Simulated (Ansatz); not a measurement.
# F₂H₃OSi₂ radical: one species, many methods

How much do the methods differ for F₂H₃OSi₂ radical? The plan is to run it at one geometry with functionals of several rungs and with coupled cluster. The yardstick is the atomisation energy at the CCSD(T) limit.

The runs use Ansatz 0.2.0, Gaussian basis; functionals in def2-TZVPP, the program's frozen cores in correlated methods.

Plan: LDA (SPW92), PBE-D4, revPBE-D4, BLYP-D4, r2SCAN-D4, B97M-V, PBE0-D4, B3LYP-D4, r2SCANh-D4, r2SCAN0-D4, HSE06-D4, BHLYP-D4, CAM-B3LYP-D4, LC-ωPBE, ωB97X-V, ωB97M-V, B2PLYP, PBE-QIDH; CCSD(T)/def2-SVP; CCSD(T)/def2-TZVPP; MP2/def2-QZVPP; extrapolation to the limit; RPA on PBE.

### 1 Structure used throughout

An earlier PBE0-D4 in a triple-zeta def2 set relaxation fixed the geometry.

SMILES `F[SiH](F)O[SiH2]`, 8 atoms, charge 0, spin multiplicity 2.

Atoms are counted from 1 here; the program's logs count them from 0.

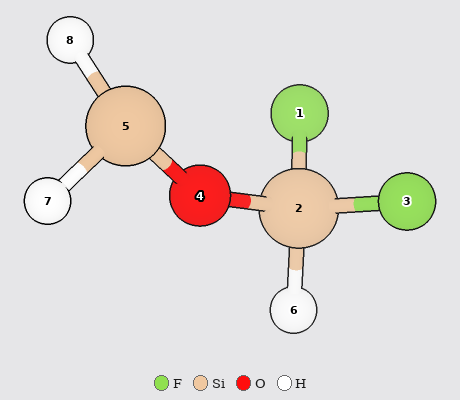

The geometry (fluorine green, silicon light orange, oxygen red, hydrogen white); atoms are numbered from 1 in the order of the file.

Geometry (Å):

```xyz
8
charge 0, multiplicity 2
F    -0.1166   -0.4081    2.1586
Si    0.8513    0.1171    1.0235
F     2.0271   -0.9327    0.9053
O     0.0640    0.2111   -0.3696
Si   -0.9130   -0.4137   -1.5403
H     1.3955    1.4207    1.4072
H    -0.9379    0.5641   -2.6619
H    -2.2783   -0.6158   -0.9787
```

### 2 LDA

This LDA is Slater exchange with PW92 correlation.

Input file in.yaml:

```yaml
crystal:
  periodic: [false, false, false]
  atoms:
    - {symbol: F, position_ang: [-0.116614, -0.408052, 2.158632]}
    - {symbol: Si, position_ang: [0.851291, 0.117096, 1.023496]}
    - {symbol: F, position_ang: [2.027094, -0.932721, 0.905266]}
    - {symbol: O, position_ang: [0.064043, 0.211120, -0.369584]}
    - {symbol: Si, position_ang: [-0.912969, -0.413678, -1.540273]}
    - {symbol: H, position_ang: [1.395466, 1.420729, 1.407235]}
    - {symbol: H, position_ang: [-0.937877, 0.564136, -2.661895]}
    - {symbol: H, position_ang: [-2.278338, -0.615829, -0.978677]}
basis:
  gaussian: {orbitals: def2-TZVPP}
magnetization: {spin_polarized: true, initial_magnetization: 1}
hamiltonian: {xc: lda}
output: {orbitals: {seedname: orbitals}}
```

Launch:

```console
> ansatz run in.yaml --threads 4 --pin off --events-out ev --progress --plain --max-ram 10444MiB
```

After this run come: PBE-D4 (GGA); revPBE-D4 (GGA); BLYP-D4 (GGA); r2SCAN-D4 (meta-GGA); B97M-V (meta-GGA); B3LYP-D4 (hybrid); r2SCANh-D4 (hybrid); r2SCAN0-D4 (hybrid); HSE06-D4 (hybrid); BHLYP-D4 (hybrid); CAM-B3LYP-D4 (range-separated); LC-ωPBE (range-separated); ωB97X-V (range-separated); ωB97M-V (range-separated); B2PLYP (double hybrid); PBE-QIDH (double hybrid); CCSD(T) in def2-SVP; CCSD(T) in def2-TZVPP; MP2 in def2-QZVPP; RPA on PBE orbitals.

**Question.** What will the summary of the whole plan be? Wanted: atomisation energy, CCSD(T)/CBS; farthest beyond LDA; mean size of error, GGA; mean size of error, meta-GGA; mean size of error, hybrid; mean size of error, range-separated; mean size of error, double hybrid; gap, smallest and largest; T1 diagnostic.

As calculated:

```
                               quantity                                     value
        atomisation energy, CCSD(T)/CBS                            732.0 kcal/mol
functionals within 3.7 kcal/mol (0.5 %)          r2SCAN-D4, CAM-B3LYP-D4, ωB97X-V
                    farthest beyond LDA                 BHLYP-D4 (-28.5 kcal/mol)
                mean size of error, GGA                             12.0 kcal/mol
           mean size of error, meta-GGA                              2.8 kcal/mol
             mean size of error, hybrid                             16.2 kcal/mol
    mean size of error, range-separated                              4.1 kcal/mol
      mean size of error, double hybrid                             13.3 kcal/mol
              gap, smallest and largest  1.29 eV (LDA (SPW92)), 8.94 eV (LC-ωPBE)
                          T1 diagnostic                                    0.0132
triples share of the correlation energy                                     3.0 %
```

LDA overbinds by 91.9 kcal/mol (13 %). PBE-D4 is off by -4.0 kcal/mol. Double hybrids carry the basis error of their MP2 part in triple zeta, and no dispersion term here, so their miss is partly the set-up's. By mean error the best rung here is meta-GGA (2.8 kcal/mol) and the worst beyond LDA is hybrid (16.2 kcal/mol). The gap between the best rungs is small, so their order is not settled. The mean of the hybrids holds BHLYP, with half exact exchange. Misses under about 3.7 kcal/mol are within the doubt on the reference itself, which lacks core-valence correlation, relativity and higher excitations. Hartree-Fock recovers 75 % of the binding; the rest is correlation. CCSD(T) in def2-SVP is off by -69.7 kcal/mol, more than most functionals: a good method in a small basis is no reference. Orbital gaps span 1.3 to 8.9 eV; exact exchange widens them.
